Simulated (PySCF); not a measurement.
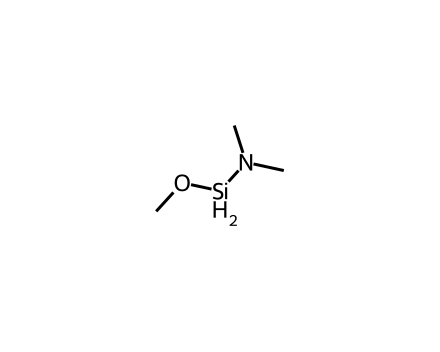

Computed geometry: PBE0-D3(BJ)/def2-SVP optimisation. No frequency run is at hand to confirm it as a minimum. Program: PySCF 2.14.0.

Compare HOMO energy (eV), HOMO–LUMO gap (eV) at these levels: B97-2/pcSseg-1; BHandHLYP/pcSseg-1; BLYP/pcSseg-1; BP86/pcSseg-1; CAM-B3LYP/pcSseg-1; LC-wPBE/pcSseg-1; LDA/pcSseg-1; OPBE/pcSseg-1; PBE/pcSseg-1; WP04/pcSseg-1; ωB97X-D/pcSseg-1.

| level | HOMO energy (eV) | HOMO–LUMO gap (eV) |
| --- | --- | --- |
| B97-2/pcSseg-1 | −6.27 | 7.58 |
| BHandHLYP/pcSseg-1 | −7.76 | 9.82 |
| BLYP/pcSseg-1 | −5.07 | 5.57 |
| BP86/pcSseg-1 | −5.30 | 5.71 |
| CAM-B3LYP/pcSseg-1 | −7.87 | 10.08 |
| LC-wPBE/pcSseg-1 | −9.23 | 12.74 |
| LDA/pcSseg-1 | −5.30 | 5.43 |
| OPBE/pcSseg-1 | −5.20 | 5.92 |
| PBE/pcSseg-1 | −5.21 | 5.62 |
| WP04/pcSseg-1 | −7.59 | 7.37 |
| ωB97X-D/pcSseg-1 | −8.39 | 11.46 |
